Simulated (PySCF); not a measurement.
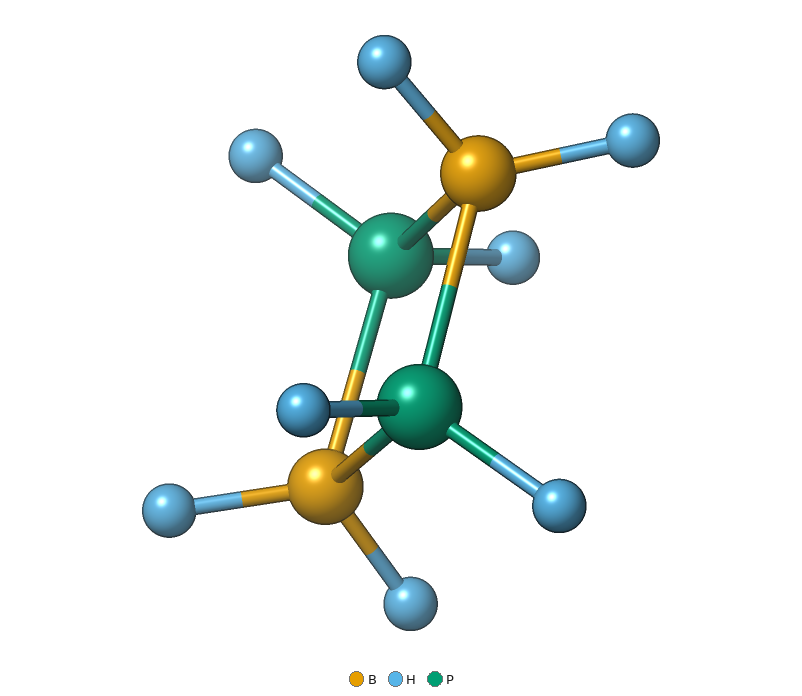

Ball-and-stick drawing of a structure. Every bond is drawn as one stick, whatever its order.

Question: Count the atoms of each element.

Answer: B2H8P2, 12 atoms: 2 boron, 8 hydrogen and 2 phosphorus.

Question: Count the bonded pairs by element.

Answer: 4 B–H, 4 B–P, 4 P–H. Sticks follow a distance rule.

The parts below concern this one geometry. Atoms keep their numbers from picture to picture. The geometry was computed by an optimisation with PBE0-D3(BJ)/def2-SVP. No frequency run is at hand to confirm it as a minimum.

Core levels

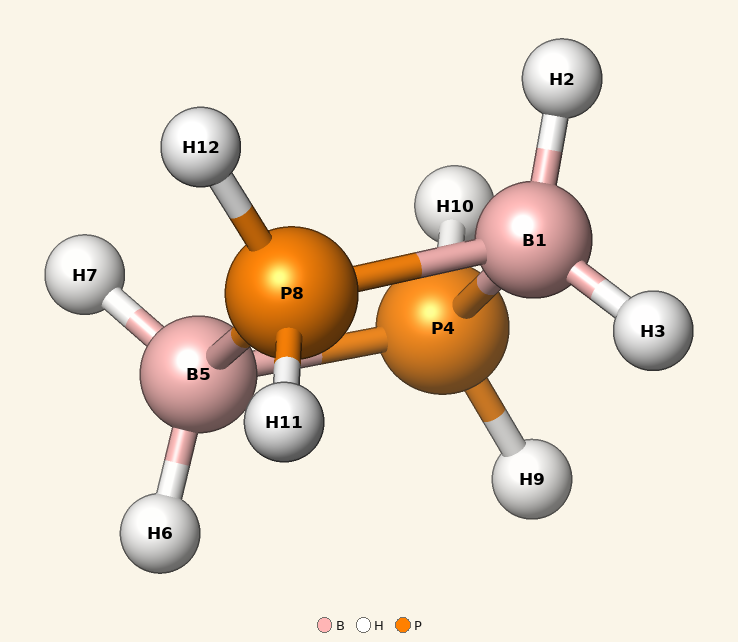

No frequency run is at hand to confirm it as a minimum. Properties computed with delta-SCF UKS SCAN, pcX-2 on the ionised atom (unc-x2c-TZVPall on a metal), pcseg-1 elsewhere, spin-free X2C (PySCF 2.14.0).

Give the core-electron binding energies (to vacuum; p and d levels without spin–orbit splitting) of B1 1s, P4 1s, P4 2p.

```csv
atom,level,binding energy (eV)
B1,1s,194.3
P4,1s,2150.5
P4,2p,137.2
```

Electronic properties

No frequency run is at hand to confirm it as a minimum. Properties computed with KT2/pcSseg-1, gas phase (PySCF 2.14.0).

Question: What is the HOMO energy (Kohn–Sham orbital)?

Answer: −6.58 eV.

Question: Estimate the dipole moment.

Answer: 0.07 D.

Question: Give the HOMO–LUMO gap at this level.

Answer: 5.32 eV.

NMR shielding

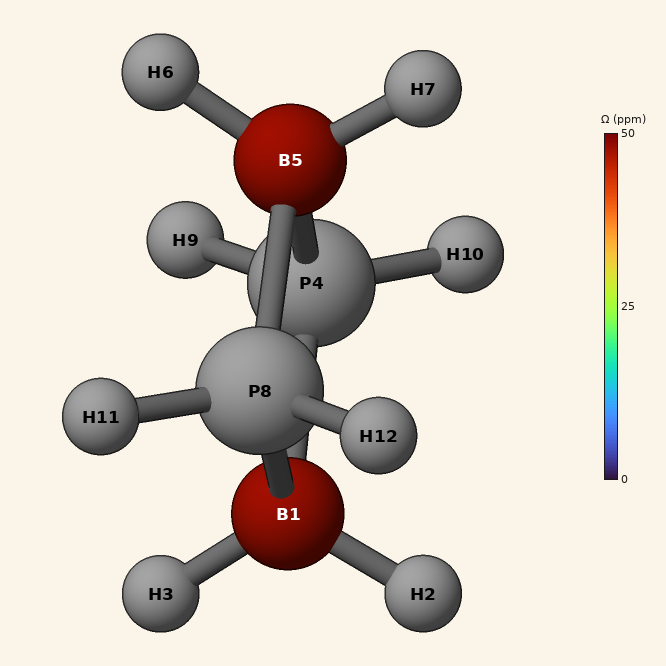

The B atoms are coloured by the span of their shielding tensor. No frequency run is at hand to confirm it as a minimum. Method: GIAO KT2/pcSseg-1 NMR shielding, non-relativistic, gas phase (PySCF 2.14.0). Principal shieldings σ11 ≤ σ22 ≤ σ33, span Ω = σ33 − σ11, skew κ = 3(σiso − σ22)/Ω.

Give the shielding tensors of the B atoms.

```csv
atom,σ11,σ22,σ33,σiso,Ω,κ
B1,106.5,144.3,154.5,135.1,47.9,−0.58
B5,106.6,144.1,154.6,135.1,48.0,−0.56
```

Shieldings and span in ppm.
